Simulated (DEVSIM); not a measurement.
Structure: abrupt Ge p-n junction, at 300 K.

| layer (left to right) | material | thickness (μm) | Nd (cm⁻³) | Na (cm⁻³) | τn (s) | τp (s) |
|---|---|---|---|---|---|---|
| 1 | Ge | 0.100 | - | 2.3e15 | 0.00025 | 0.00025 |
| 2 | Ge | 97.0 | 6.2e14 | - | 0.00025 | 7.5e-5 |

Left contact: ohmic. Right contact: ohmic. Voltage is applied to the left contact. Recombination: SRH at mid-gap. Mobility is constant in doping.

This is a model device: material constants are rounded textbook-type values typed into the input, and sizes, dopings and lifetimes were drawn at random. Values at 300 K.

```csv
parameter,Ge
gap (eV),0.664
affinity (eV),4
permittivity,16
Nc (cm⁻³),1.04e19
Nv (cm⁻³),6e18
μn (cm²/Vs),3900
μp (cm²/Vs),1900
```

Simulated with DEVSIM: 1D drift-diffusion, Boltzmann statistics, complete ionisation; no tunnelling, impact ionisation, image-force lowering or self-heating.

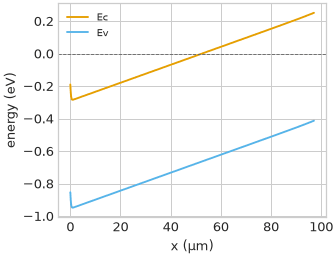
Fig. 1. Band edges at 0.65 V on the left contact

Energies count from the Fermi level of the right contact; mesh points crowd at the junctions.

```csv
x (μm),Ec (eV),Ev (eV),n (cm⁻³),p (cm⁻³),field (V/cm)
0.000,-0.189,-0.853,1.9e11,2.3e15,-2400
0.02302,-0.195,-0.859,3.9e12,1.9e15,-2400
0.05776,-0.204,-0.868,1.1e13,1.3e15,-2700
0.08701,-0.212,-0.876,2.1e13,9.5e14,-3100
0.1185,-0.222,-0.886,3.6e13,6.5e14,-3000
0.1683,-0.236,-0.900,7.1e13,3.8e14,-2400
0.2764,-0.257,-0.921,1.8e14,1.7e14,-1500
0.6549,-0.282,-0.946,5.7e14,6.0e13,-180
1.333,-0.282,-0.946,6.7e14,5.2e13,50
2.918,-0.274,-0.938,6.7e14,5.1e13,55
6.247,-0.255,-0.919,6.7e14,5.1e13,55
17.90,-0.191,-0.855,6.7e14,5.1e13,55
38.78,-0.075,-0.739,6.7e14,5.1e13,55
68.57,0.089,-0.575,6.7e14,5.1e13,55
87.24,0.193,-0.471,6.6e14,4.4e13,56
92.57,0.224,-0.440,6.5e14,3.1e13,59
95.11,0.239,-0.425,6.4e14,1.8e13,61
96.20,0.246,-0.418,6.3e14,9.5e12,63
96.80,0.250,-0.414,6.2e14,3.8e12,64
96.98,0.251,-0.413,6.2e14,2.0e12,64
97.06,0.251,-0.413,6.2e14,1.2e12,64
97.10,0.251,-0.413,6.2e14,7.0e11,64
```
